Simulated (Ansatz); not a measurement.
**Mg2Sn, response to strain**

The parent structure is Mg2Sn (space group Fm-3m, No. 225; a = 6.664 Å; relaxed with 0.1 eV smearing).

Strains are applied to the cell and any free atomic positions relax.

Calculations: Ansatz (an electronic-structure program) LDA, no spin-orbit coupling.

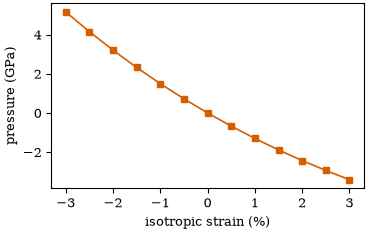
Fig. 1. Pressure against isotropic strain

**Question.** From the plot, what is the pressure for isotropic strain +1.00 %?

**Answer.** About -1.3 GPa.

**Question.** Is the trend monotonic over the range shown?

**Answer.** Yes, it falls throughout, spanning -3.4 GPa to 5.2 GPa.

Stability against distortions was not tested.
